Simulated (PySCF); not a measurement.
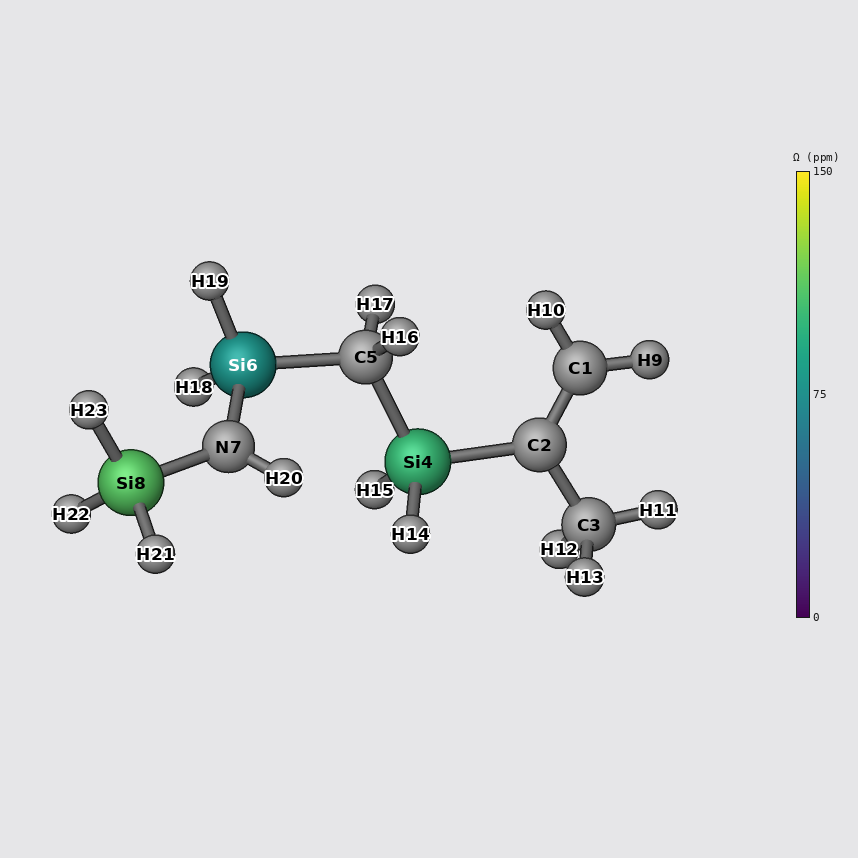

The Si atoms are coloured by the span of their shielding tensor. The geometry was computed by an optimisation with GFN2-xTB. No frequency run is at hand to confirm it as a minimum. Method: GIAO PBE0/pcSseg-1 NMR shielding, non-relativistic, gas phase (PySCF 2.14.0). Principal shieldings σ11 ≤ σ22 ≤ σ33, span Ω = σ33 − σ11, skew κ = 3(σiso − σ22)/Ω.

Give the shielding tensors of the Si atoms.

```tsv
atom	σ11	σ22	σ33	σiso	Ω	κ
Si4	345.6	398.5	447.5	397.2	101.8	−0.04
Si6	353.0	359.2	431.1	381.1	78.2	0.84
Si8	358.5	392.0	470.3	406.9	111.8	0.40
```

Shieldings and span in ppm.

The geometry is semi-empirical. Around Si such bond lengths and angles can be off by a tenth of an ångström or more and by several degrees, and values that hang on the shape move with them.
